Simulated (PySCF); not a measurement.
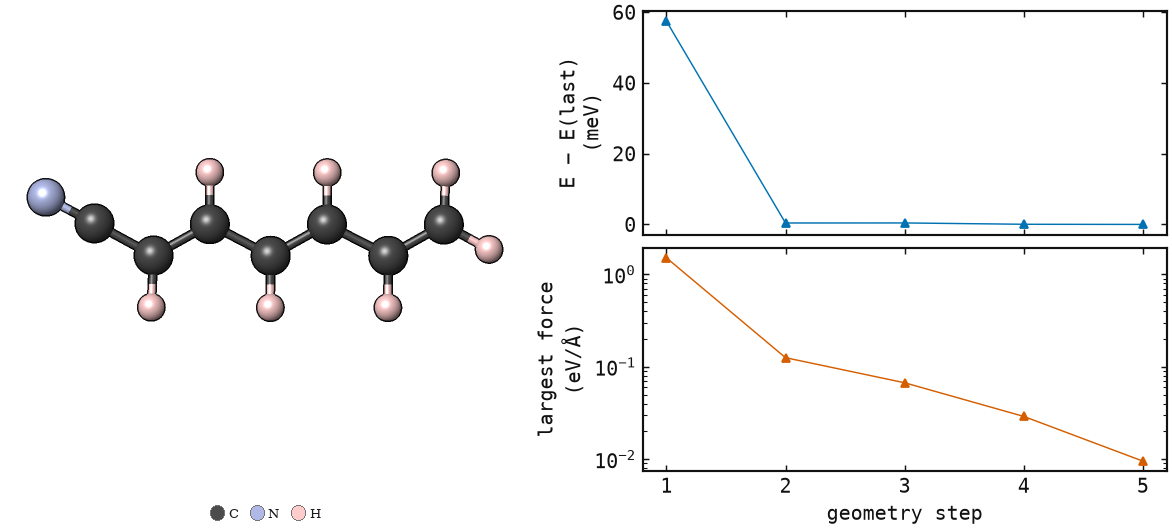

Beside the plot: the molecule at the start.

History of a geometry optimisation.

The run: C₇H₇N (SMILES C=C/C=C/C=C/C#N), by PBE0-D3(BJ)/def2-SVP, geometry optimisation (PySCF 2.14.0, density fitting).

> How did the optimisation end?

The optimisation met its thresholds at geometry 5, counting the start as the first. The energy fell by about 58 meV from the first step to the last. The largest force goes from about 1.5 eV/Å at the start to 0.01 eV/Å at the end.
